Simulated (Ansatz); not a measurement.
**C₂H₆AlBr (SMILES [CH3][Al]([CH3])[Br]): density, localisation and related maps**

Input

```
crystal:
  periodic: [false, false, false]
  atoms:
    - {symbol: C, position_ang: [-2.007339, -1.800417, 0.753956]}
    - {symbol: C, position_ang: [0.620868, -2.372836, -1.420330]}
    - {symbol: Al, position_ang: [-0.258072, -2.529257, 0.309011]}
    - {symbol: Br, position_ang: [0.827975, -3.652684, 1.969166]}
    - {symbol: H, position_ang: [-2.478340, -1.265782, -0.087134]}
    - {symbol: H, position_ang: [-2.699327, -2.598598, 1.074776]}
    - {symbol: H, position_ang: [-1.940552, -1.098822, 1.603703]}
    - {symbol: H, position_ang: [-0.007307, -2.804578, -2.219918]}
    - {symbol: H, position_ang: [0.768279, -1.311485, -1.689259]}
    - {symbol: H, position_ang: [1.603045, -2.868674, -1.458771]}
basis:
  gaussian:
    orbitals: def2-TZVPD
output:
  forces: true
  orbitals: {seedname: orbitals}
hamiltonian:
  xc: {name: PBE0}
```

Command:

```sh
ansatz run input.yaml --threads 2 --pin off --max-ram 4350MiB --events-out events.jsonl --progress --plain --runs-dir runs
```

Geometry: r2SCAN-D4/def2-SVP.

These are results of Ansatz 0.2.0, isolated molecule in a Gaussian basis; Kohn-Sham density functional theory, functional PBE0, not measurements.

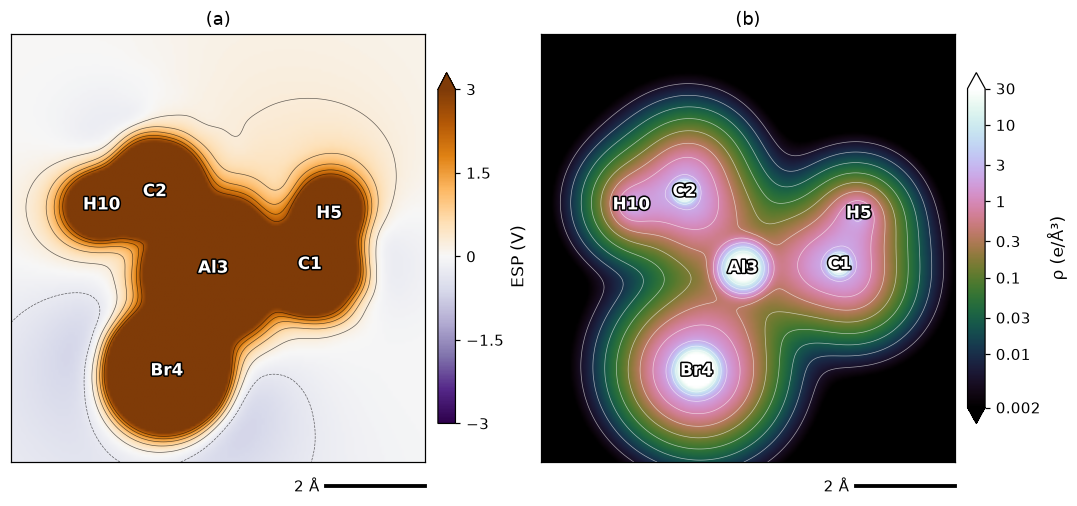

Figure 1. (a) electrostatic potential; (b) electron density on the plane of atoms C1, Al3 and C2.

Q: Interpret the plot.

A: The plane passes through C, Al, Br and H nuclei.
C–Al (1.95 Å): the density is about 0.73 e/Å³ at the midpoint.
Al–Br (2.28 Å): the density is about 0.63 e/Å³ at the midpoint.
C–H (1.10 Å): ρ at the midpoint is about 1.9 e/Å³.
Outside the dense part of the molecule the potential is most negative (−0.7 V) near Br4.

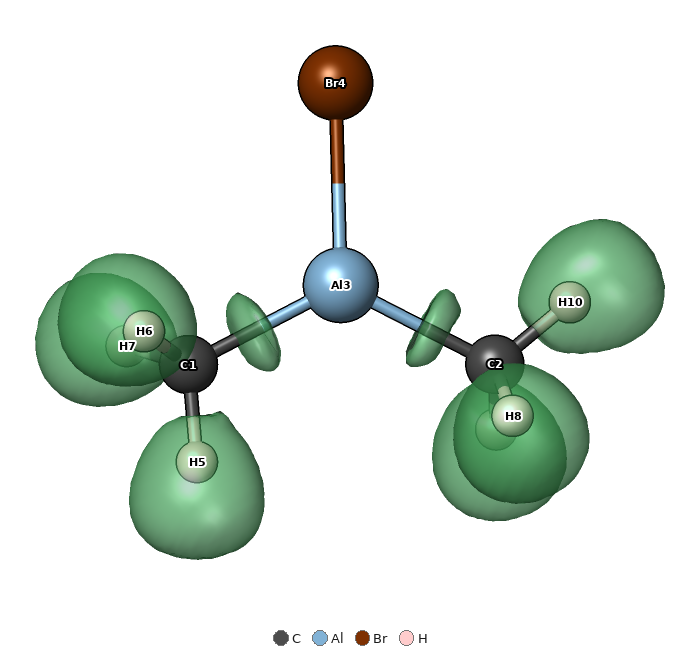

Figure 2. Isosurface of the ELF at 0.9 (green), seen at a tilt. Core shells and regions of very low density are left out.

Q: Identify the bonds, lone pairs and shells in this picture.

A: At this value the surface marks out two regions between bonded Al–C atoms (shared pairs) and six regions around hydrogen nuclei. Along the contacts the grid gives the following. C–Al (1.95 Å): the ELF peaks at about 0.95 between the atoms (a shared but strongly polarised pair). Al–Br (2.28 Å): the ELF peaks at about 0.85 in the valence shell of Br, 1.1 Å from its nucleus, and is about 0.80 at the midpoint.

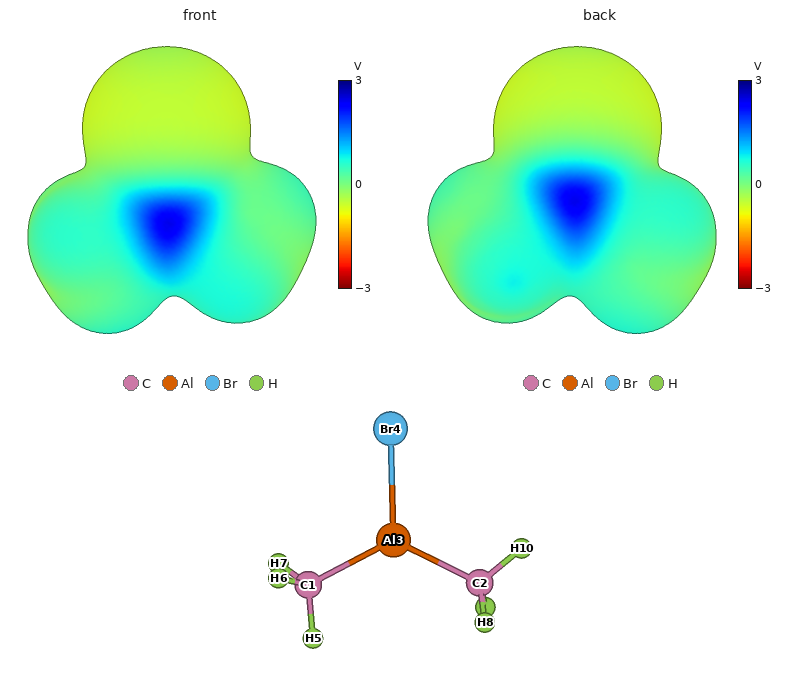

Figure 3. The molecular electrostatic potential painted on the density surface at 0.001 e/bohr³, seen from the front and from behind; the colour scale runs from red (negative) to blue (positive). The bare structure is drawn below in the same view.

Q: Where is the surface potential most negative and most positive?

A: The most negative region (about −0.6 V) lies over Br4, the most positive (about +2.3 V) over Al3.

Q: What dipole moment does the calculation give?

A: Its dipole moment is 2.18 D.
